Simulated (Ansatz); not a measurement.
# TlSe3F (built on the sites of a database entry of TlIO3): following an unstable mode, part 2 of 3

Which phase does TlSe3F (built on the sites of a database entry of TlIO3) fall into along its unstable mode, and how much energy does it gain?

Ansatz 0.2.0; DFT PBEsol, scalar-relativistic, plane waves, PAW.

So far, highest frequency on the path or at a solved wavevector (cm⁻¹): step 2 (response at finite wavevector) 310. Also lowest frequency on the path (cm⁻¹): step 2 -52.3.

The structure was built from a prototype and need not be the compound's stable phase.

## (5) Energy along the mode, all amplitudes (two of the runs are shown above)

An imaginary frequency means negative curvature, so the energy should fall and then rise again as anharmonic terms take over.

Numbers from this step:

```yaml
depth_at_the_lowest_point_sampled: 3.8 meV/atom
largest_atomic_shift_at_that_point: 0.45 Å
```

Table of energy from the parent by largest atomic shift:

| largest atomic shift (Å) | energy from the parent (meV/atom) |
| --- | --- |
| 0.000 | 0 |
| 0.040 | -0.053 |
| 0.080 | -0.212 |
| 0.140 | -0.631 |
| 0.220 | -1.46 |
| 0.320 | -2.69 |
| 0.450 | -3.8 |
| 0.600 | -2.17 |

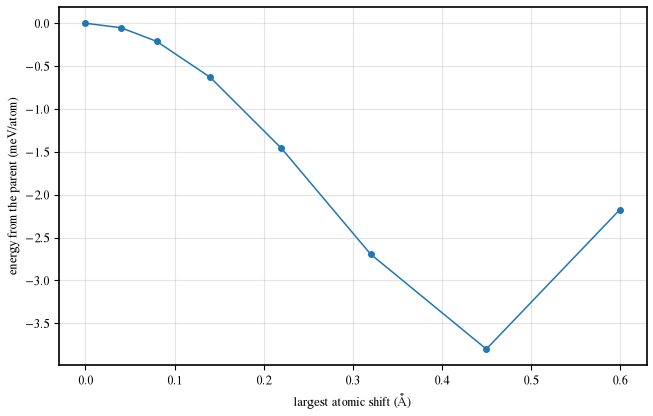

Energy from the parent against largest atomic shift.

Displacement at unit largest shift by atom:

| atom | x (Å) | y (Å) | z (Å) | size |
| --- | --- | --- | --- | --- |
| Tl1 | 0.08 | 0.00 | 0.00 | 0.08 |
| Tl2 | -0.08 | 0.00 | 0.00 | 0.08 |
| F3 | -1.00 | 0.00 | 0.00 | 1.00 |
| F4 | 1.00 | 0.00 | 0.00 | 1.00 |
| Se5 | -0.05 | -0.01 | -0.24 | 0.24 |
| Se6 | 0.05 | 0.01 | 0.24 | 0.24 |
| Se7 | -0.05 | 0.01 | 0.24 | 0.24 |
| Se8 | 0.05 | -0.01 | -0.24 | 0.24 |
| Se9 | -0.22 | 0.00 | 0.00 | 0.22 |
| Se10 | 0.22 | 0.00 | 0.00 | 0.22 |

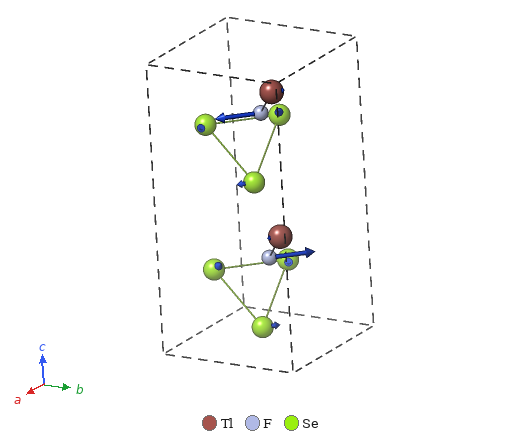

Displacement at unit largest shift as arrows, the longest 1 Å.

The lowest of the steps tried is at 0.45 Å, 3.8 meV/atom below the parent; the bottom of the well need not coincide with a step.

## (6) Relaxation from the frozen mode

Starting from the lowest point found, all atoms and the cell are let go, so that strain and other modes of the same symmetry can join in.

File input.yaml:

```yaml
crystal:
  lattice:
    - [3.4285232222, 1.9794570636, 2.961194869]
    - [-3.4285232222, 1.9794570636, 2.961194869]
    - [0.0, -7.9178387042, 5.9223827528]
  atoms:
    - { symbol: Tl, position: [0.9006652011, 0.890281033, 0.4477365585] }
    - { symbol: Tl, position: [0.890281033, 0.9006652011, 0.9477365585] }
    - { symbol: F, position: [0.5612663555, 0.6925182009, 0.3134461391] }
    - { symbol: F, position: [0.6925182009, 0.5612663555, 0.8134461391] }
    - { symbol: Se, position: [0.021716367, 0.3796979243, 0.1888783261] }
    - { symbol: Se, position: [0.0527711819, 0.3983929161, 0.7001670941] }
    - { symbol: Se, position: [0.3983929161, 0.0527711819, 0.2001670941] }
    - { symbol: Se, position: [0.3796979243, 0.021716367, 0.6888783261] }
    - { symbol: Se, position: [0.374554522, 0.4035363185, 0.0186218872] }
    - { symbol: Se, position: [0.4035363185, 0.374554522, 0.5186218872] }
kpoints:
  mp_grid: { grid: [6, 6, 4] }
hamiltonian:
  xc: pbesol
scf:
  occupations: { method: fixed }
output:
  forces: true
  stress: true
  eigenvalues: true
relax:
  adjacent_minimum: "off"
  f_tol: 0.002
  max_steps: 120
  cell: { stress_tol: 0.03 }
```

Command:

```
$ ansatz run input.yaml --threads 8 --pin off --max-ram 14336MiB --backend cpu --events-out ev --progress --plain --runs-dir out
```

Numbers of over 12 decimals in the logs are rounded to 6 here.

Log:

```text
[...]
Crystal: 10 atoms, lattice volume = 241.158 Å³
Basis set: ecut = 420 eV, 4731 PW (Γ), exchange–correlation on 72×72×144 points (8 copies of the dense FFT grid, shifted against one another)
Bands: 82, of which v1, the nominal top of the filled ones, is band 68 counted from 1 (67 counted from 0)
Symmetry: 2 space group operations
[...]
k-points: 47 of 144 (time reversal used)
[...]
SCF iter   1: F=—  HF=-56735.234843 eV  |F-HF|=—  |Δ(HF+E_count)|=         —  Δρ=1.27e-2  dr2=3.45e-1  ethr=1.77e-3  ⟨swp⟩=4.1  Hψ=12455  notcnv=0  defer=564
[...]
SCF iter   8: F=-56735.158554 eV  HF=-56735.158554 eV  |F-HF|=3.50e-8  |Δ(HF+E_count)|=   1.52e-7  Δρ=5.49e-6  dr2=8.86e-8  ethr=7.35e-11  ⟨swp⟩=11.3  Hψ=20284  notcnv=0
SCF 1 converged in 8 iterations: F = -56735.158554 eV  dr2 = 8.86e-8
[...]
relax step   1: F+E_penalty+E_count = -56735.15855443 eV  Δ(F+E_penalty+E_count) = +0.000e0 eV  max|allowed force component| = 1.362e-1 eV/Å  Δτ_max = 0.0000 Å  P = +0.563 GPa  Ω = 241.158 Å³  (8 SCF iters, dr2 threshold 1.00e-7 eV, accepted)
Crystal: 10 atoms, lattice volume = 240.717 Å³
[...]
iter 1 solved again at ethr=3.45e-4 eV; its pass at ethr=3.10e-3 eV (dr2=4.69e-1 eV) is discarded
[...]
SCF iter   8: F=-56735.239694 eV  HF=-56735.239694 eV  |F-HF|=1.25e-8  |Δ(HF+E_count)|=   6.54e-7  Δρ=7.08e-6  dr2=1.31e-7  ethr=7.35e-10  ⟨swp⟩=11.0  Hψ=20467  notcnv=0
SCF 2 converged in 8 iterations: F = -56735.239694 eV  dr2 = 1.31e-7
[...]
relax step   2: F+E_penalty+E_count = -56735.23969376 eV  Δ(F+E_penalty+E_count) = -8.114e-2 eV  max|allowed force component| = 1.134e-1 eV/Å  Δτ_max = 0.1327 Å  P = +0.152 GPa  Ω = 240.717 Å³  energy of the carried Pulay correction = +3.489e-4 eV  (8 SCF iters, dr2 threshold 1.00e-6 eV, accepted)
Crystal: 10 atoms, lattice volume = 242.360 Å³
Basis set: ecut = 420 eV, 4759 PW (Γ), exchange–correlation on 72×72×144 points (8 copies of the dense FFT grid, shifted against one another)
[...]
SCF iter   8: F=-56735.336586 eV  HF=-56735.336586 eV  |F-HF|=3.60e-7  |Δ(HF+E_count)|=   2.51e-7  Δρ=1.63e-5  dr2=7.38e-7  ethr=5.91e-10  ⟨swp⟩=10.3  Hψ=24766  notcnv=0
SCF 3 converged in 8 iterations: F = -56735.336586 eV  dr2 = 7.38e-7
relax step   3: F+E_penalty+E_count = -56735.33658603 eV  Δ(F+E_penalty+E_count) = -9.689e-2 eV  max|allowed force component| = 1.861e-1 eV/Å  Δτ_max = 0.1933 Å  P = -0.409 GPa  Ω = 242.360 Å³  energy of the carried Pulay correction = -9.470e-4 eV  (8 SCF iters, dr2 threshold 8.04e-7 eV, accepted)
[... from here on, the SCF cycles and remarks between the steps are left out ...]
relax step   4: F+E_penalty+E_count = -56735.44568953 eV  Δ(F+E_penalty+E_count) = -1.091e-1 eV  max|allowed force component| = 1.757e-1 eV/Å  Δτ_max = 0.1923 Å  P = -0.482 GPa  Ω = 242.801 Å³  energy of the carried Pulay correction = -1.293e-3 eV  (8 SCF iters, dr2 threshold 1.00e-6 eV, accepted)
relax step   5: F+E_penalty+E_count = -56735.53779660 eV  Δ(F+E_penalty+E_count) = -9.211e-2 eV  max|allowed force component| = 3.118e-1 eV/Å  Δτ_max = 0.1957 Å  P = +0.132 GPa  Ω = 242.820 Å³  energy of the carried Pulay correction = -1.308e-3 eV  (9 SCF iters, dr2 threshold 1.00e-6 eV, accepted)
relax step   6: F+E_penalty+E_count = -56735.65009506 eV  Δ(F+E_penalty+E_count) = -1.123e-1 eV  max|allowed force component| = 4.523e-1 eV/Å  Δτ_max = 0.1936 Å  P = +0.261 GPa  Ω = 244.845 Å³  energy of the carried Pulay correction = -2.890e-3 eV  (9 SCF iters, dr2 threshold 1.00e-6 eV, accepted)
relax step   7: F+E_penalty+E_count = -56735.78507100 eV  Δ(F+E_penalty+E_count) = -1.350e-1 eV  max|allowed force component| = 3.769e-1 eV/Å  Δτ_max = 0.1910 Å  P = +0.168 GPa  Ω = 246.679 Å³  energy of the carried Pulay correction = -4.312e-3 eV  (8 SCF iters, dr2 threshold 1.00e-6 eV, accepted)
relax step   8: F+E_penalty+E_count = -56735.89913732 eV  Δ(F+E_penalty+E_count) = -1.141e-1 eV  max|allowed force component| = 1.943e-1 eV/Å  Δτ_max = 0.1946 Å  P = +0.263 GPa  Ω = 248.963 Å³  energy of the carried Pulay correction = -6.067e-3 eV  (8 SCF iters, dr2 threshold 1.00e-6 eV, accepted)
relax step   9: F+E_penalty+E_count = -56735.93369950 eV  Δ(F+E_penalty+E_count) = -3.456e-2 eV  max|allowed force component| = 3.583e-1 eV/Å  Δτ_max = 0.1360 Å  P = +0.091 GPa  Ω = 251.925 Å³  energy of the carried Pulay correction = -8.319e-3 eV  (9 SCF iters, dr2 threshold 1.00e-6 eV, accepted)
relax step  10: F+E_penalty+E_count = -56735.98203785 eV  Δ(F+E_penalty+E_count) = -4.834e-2 eV  max|allowed force component| = 5.217e-1 eV/Å  Δτ_max = 0.1772 Å  P = -0.252 GPa  Ω = 253.268 Å³  energy of the carried Pulay correction = -9.331e-3 eV  (9 SCF iters, dr2 threshold 1.00e-6 eV, accepted)
relax step  11: F+E_penalty+E_count = -56736.31004302 eV  Δ(F+E_penalty+E_count) = -3.280e-1 eV  max|allowed force component| = 6.933e-1 eV/Å  Δτ_max = 0.1947 Å  P = +0.265 GPa  Ω = 253.640 Å³  energy of the carried Pulay correction = -9.610e-3 eV  (9 SCF iters, dr2 threshold 1.00e-6 eV, accepted)
relax step  12: F+E_penalty+E_count = -56736.58664733 eV  Δ(F+E_penalty+E_count) = -2.766e-1 eV  max|allowed force component| = 8.432e-1 eV/Å  Δτ_max = 0.1932 Å  P = +0.358 GPa  Ω = 253.303 Å³  energy of the carried Pulay correction = -9.357e-3 eV  (9 SCF iters, dr2 threshold 1.00e-6 eV, accepted)
relax step  13: F+E_penalty+E_count = -56736.70458536 eV  Δ(F+E_penalty+E_count) = -1.179e-1 eV  max|allowed force component| = 1.038e0 eV/Å  Δτ_max = 0.1947 Å  P = -2.187 GPa  Ω = 254.006 Å³  energy of the carried Pulay correction = -9.885e-3 eV  (9 SCF iters, dr2 threshold 1.00e-6 eV, accepted)
relax step  14: F+E_penalty+E_count = -56737.06236760 eV  Δ(F+E_penalty+E_count) = -3.578e-1 eV  max|allowed force component| = 2.899e-1 eV/Å  Δτ_max = 0.2000 Å  P = -0.589 GPa  Ω = 251.786 Å³  energy of the carried Pulay correction = -8.214e-3 eV  (9 SCF iters, dr2 threshold 1.00e-6 eV, accepted)
relax step  15: F+E_penalty+E_count = -56737.12344749 eV  Δ(F+E_penalty+E_count) = -6.108e-2 eV  max|allowed force component| = 4.521e-1 eV/Å  Δτ_max = 0.1945 Å  P = +0.520 GPa  Ω = 243.264 Å³  energy of the carried Pulay correction = -1.656e-3 eV  (8 SCF iters, dr2 threshold 1.00e-6 eV, accepted)
[...]
relax step  56: F+E_penalty+E_count = -56737.45706440 eV  Δ(F+E_penalty+E_count) = -3.006e-5 eV  max|allowed force component| = 2.384e-3 eV/Å  Δτ_max = 0.0014 Å  P = +0.003 GPa  Ω = 241.781 Å³  energy of the carried Pulay correction = -7.754e-4 eV  (6 SCF iters, dr2 threshold 1.40e-9 eV, accepted)
relax step  57: F+E_penalty+E_count = -56737.45711490 eV  Δ(F+E_penalty+E_count) = -5.050e-5 eV  max|allowed force component| = 1.530e-3 eV/Å  Δτ_max = 0.0048 Å  P = -0.005 GPa  Ω = 241.733 Å³  energy of the carried Pulay correction = -7.367e-4 eV  (8 SCF iters, dr2 threshold 3.55e-10 eV, accepted)
relax step  58: F+E_penalty+E_count = -56737.45714106 eV  Δ(F+E_penalty+E_count) = -2.617e-5 eV  max|allowed force component| = 1.947e-3 eV/Å  Δτ_max = 0.0025 Å  P = -0.000 GPa  Ω = 241.702 Å³  energy of the carried Pulay correction = -7.129e-4 eV  (8 SCF iters, accepted)
relax step  59: F+E_penalty+E_count = -56737.45930762 eV  Δ(F+E_penalty+E_count) = -2.167e-3 eV  max|allowed force component| = 1.948e-3 eV/Å  Δτ_max = 0.0000 Å  P = +0.010 GPa  Ω = 241.702 Å³  stress off target by 6.13e-2 GPa  SCF on the basis re-selected at this cell (its energy is not comparable with the rows above)  (8 SCF iters)
relax step  60: F+E_penalty+E_count = -56737.45939569 eV  Δ(F+E_penalty+E_count) = -8.807e-5 eV  max|allowed force component| = 4.606e-3 eV/Å  Δτ_max = 0.0025 Å  P = +0.002 GPa  Ω = 241.718 Å³  energy of the carried Pulay correction = -1.581e-5 eV  (6 SCF iters, dr2 threshold 9.40e-9 eV, accepted)
relax step  61: F+E_penalty+E_count = -56737.45902685 eV  Δ(F+E_penalty+E_count) = +3.688e-4 eV  max|allowed force component| = 2.168e-2 eV/Å  Δτ_max = 0.0182 Å  P = +0.007 GPa  Ω = 241.816 Å³  energy of the carried Pulay correction = -1.113e-4 eV  (8 SCF iters, dr2 threshold 4.25e-9 eV, rejected (line search))
relax step  62: F+E_penalty+E_count = -56737.45944874 eV  Δ(F+E_penalty+E_count) = -5.305e-5 eV  max|allowed force component| = 1.351e-2 eV/Å  Δτ_max = 0.0071 Å  P = -0.001 GPa  Ω = 241.824 Å³  energy of the carried Pulay correction = -1.056e-4 eV  (10 SCF iters, accepted)
relax step  63: F+E_penalty+E_count = -56737.45931376 eV  Δ(F+E_penalty+E_count) = +1.350e-4 eV  max|allowed force component| = 1.757e-2 eV/Å  Δτ_max = 0.0168 Å  P = -0.019 GPa  Ω = 241.875 Å³  energy of the carried Pulay correction = -1.556e-4 eV  (8 SCF iters, dr2 threshold 1.14e-8 eV, rejected (line search))
relax step  64: F+E_penalty+E_count = -56737.45963837 eV  Δ(F+E_penalty+E_count) = -1.896e-4 eV  max|allowed force component| = 1.986e-3 eV/Å  Δτ_max = 0.0101 Å  P = -0.001 GPa  Ω = 241.757 Å³  energy of the carried Pulay correction = -5.863e-5 eV  (10 SCF iters, accepted)
relax step  65: F+E_penalty+E_count = -56737.45964921 eV  Δ(F+E_penalty+E_count) = -1.084e-5 eV  max|allowed force component| = 6.574e-3 eV/Å  Δτ_max = 0.0108 Å  P = +0.009 GPa  Ω = 241.711 Å³  energy of the carried Pulay correction = -2.370e-5 eV  (9 SCF iters, rejected (line search))
relax step  66: F+E_penalty+E_count = -56737.45967368 eV  Δ(F+E_penalty+E_count) = -3.531e-5 eV  max|allowed force component| = 1.335e-3 eV/Å  Δτ_max = 0.0053 Å  P = -0.001 GPa  Ω = 241.742 Å³  energy of the carried Pulay correction = -4.663e-5 eV  (9 SCF iters, accepted)
relax step  67: F+E_penalty+E_count = -56737.45973209 eV  Δ(F+E_penalty+E_count) = -5.841e-5 eV  max|allowed force component| = 4.750e-3 eV/Å  Δτ_max = 0.0100 Å  P = +0.005 GPa  Ω = 241.666 Å³  energy of the carried Pulay correction = +1.620e-5 eV  (10 SCF iters, rejected (line search))
relax step  68: F+E_penalty+E_count = -56737.45972000 eV  Δ(F+E_penalty+E_count) = -4.631e-5 eV  max|allowed force component| = 2.192e-3 eV/Å  Δτ_max = 0.0049 Å  P = -0.003 GPa  Ω = 241.696 Å³  energy of the carried Pulay correction = -8.253e-6 eV  (9 SCF iters, accepted)
relax step  69: F+E_penalty+E_count = -56737.45973833 eV  Δ(F+E_penalty+E_count) = -1.833e-5 eV  max|allowed force component| = 3.484e-3 eV/Å  Δτ_max = 0.0095 Å  P = -0.001 GPa  Ω = 241.663 Å³  energy of the carried Pulay correction = +1.830e-5 eV  (8 SCF iters, dr2 threshold 3.00e-10 eV, rejected (line search))
relax step  70: F+E_penalty+E_count = -56737.45970283 eV  Δ(F+E_penalty+E_count) = +1.717e-5 eV  max|allowed force component| = 8.317e-3 eV/Å  Δτ_max = 0.0046 Å  P = -0.005 GPa  Ω = 241.692 Å³  energy of the carried Pulay correction = -5.596e-6 eV  (9 SCF iters, rejected (line search))
relax step  71: F+E_penalty+E_count = -56737.45972467 eV  Δ(F+E_penalty+E_count) = -4.676e-6 eV  max|allowed force component| = 3.975e-4 eV/Å  Δτ_max = 0.0022 Å  P = -0.001 GPa  Ω = 241.698 Å³  energy of the carried Pulay correction = -9.886e-6 eV  (9 SCF iters, accepted)
[...]
SCF iter   7: F=-56737.459798 eV  HF=-56737.459798 eV  |F-HF|=7.28e-12  |Δ(HF+E_count)|=  5.09e-11  Δρ=3.34e-8  dr2=3.06e-12  ethr=1.00e-12  ⟨swp⟩=10.6  Hψ=17714  notcnv=0
SCF 72 converged in 7 iterations: F = -56737.459798 eV  dr2 = 3.06e-12
relax step  72: F+E_penalty+E_count = -56737.45979769 eV  Δ(F+E_penalty+E_count) = -7.302e-5 eV  max|allowed force component| = 3.977e-4 eV/Å  Δτ_max = 0.0000 Å  P = -0.000 GPa  Ω = 241.698 Å³  stress off target by 9.83e-3 GPa  SCF on the basis re-selected at this cell (its energy is not comparable with the rows above)  (7 SCF iters)
[...]
SCF converged after 7 iterations
Free energy (F): -56737.459798 eV
[...]
Internal energy: -56737.459798 eV  (E = F + TS)
E sigma→0 (E₀):  -56737.459798 eV
Fermi energy:    6.500777 eV
[...]
--- Forces (eV/Å), atoms counted from 1 ---
  atom   1  Tl     0.00016831     0.00010022     0.00012474
  atom   2  Tl    -0.00016831     0.00010022     0.00012474
  atom   3  F     -0.00026068    -0.00014555    -0.00012205
  atom   4  F      0.00026068    -0.00014555    -0.00012205
  atom   5  Se    -0.00015512    -0.00009751    -0.00015988
  atom   6  Se     0.00039018     0.00039770    -0.00013437
  atom   7  Se    -0.00039018     0.00039770    -0.00013437
  atom   8  Se     0.00015512    -0.00009751    -0.00015988
  atom   9  Se     0.00017303    -0.00025475     0.00029166
  atom  10  Se    -0.00017303    -0.00025475     0.00029166
  max |Σ_I F_I| component: 2.45e-7 eV/Å
--- Stress (GPa, compression-positive) ---
       -0.003357      -0.000000      -0.000000
       -0.000000       0.003350      -0.008116
       -0.000000      -0.008116      -0.000324
  P = ⅓ Tr σ = -0.0001 GPa (-0.001 kbar)
--- Band table (eV; the first three rows and the last of 47) ---
  k-point 0: bands = [... 64 lower, 5.3963, 5.5842, 5.9618, 6.0551, 8.6391, 8.6821, 9.3119, 9.3411, ... 10 higher]
  k-point 1: bands = [... 64 lower, 5.4146, 5.5367, 5.9769, 6.0471, 8.6518, 8.6812, 9.3132, 9.3243, ... 10 higher]
  k-point 2: bands = [... 64 lower, 5.4652, 5.4652, 6.0156, 6.0156, 8.6728, 8.6728, 9.3065, 9.3065, ... 10 higher]
  k-point 46: bands = [... 64 lower, 5.9314, 5.9314, 6.4986, 6.4986, 8.6431, 8.6431, 9.2908, 9.2908, ... 10 higher]
--- Relaxed structure (68 steps of the walk, 58 accepted, 4 SCFs on fresh bases) ---
  F+E_penalty+E_count = -56737.45979769 eV   max|allowed force component| = 3.977e-4 eV/Å   (the final SCF, on the basis selected at the relaxed cell)
  cell:  # Å, volume = 241.6977 Å³
    - [3.526482, 1.234605, 2.662432]
    - [-3.526482, 1.234605, 2.662432]
    - [0, -9.109238, 8.112903]
  atoms:
    - { symbol: Tl, position: [1.034881, 0.881089, 0.410839] }
    - { symbol: Tl, position: [0.881089, 1.034881, 0.910839] }
    - { symbol: F, position: [0.417683, 0.608232, 0.361173] }
    - { symbol: F, position: [0.608232, 0.417683, 0.861173] }
    - { symbol: Se, position: [-0.176417, 0.536092, 0.199765] }
    - { symbol: Se, position: [0.179483, 0.457729, 0.650598] }
    - { symbol: Se, position: [0.457729, 0.179483, 0.150598] }
    - { symbol: Se, position: [0.536092, -0.176417, 0.699765] }
    - { symbol: Se, position: [0.221136, 0.515491, 0.046475] }
    - { symbol: Se, position: [0.515491, 0.221136, 0.546475] }
```

Wall time 4.4 min (8 threads of AMD EPYC 9R45, shared host); peak memory 1.8 GiB; 34 min of CPU time.

(Part 2 of 3 ends here.)

[Logs are printed without paths, hosts, clocks, repeated set-up lines and the standing remarks that a program may print on its own settings, such as how far it seeks lower states.]

[Hosts, paths, dates, database ids (printed as entryN), source tags and the programs' standing remarks are cut or masked in the printed files.]
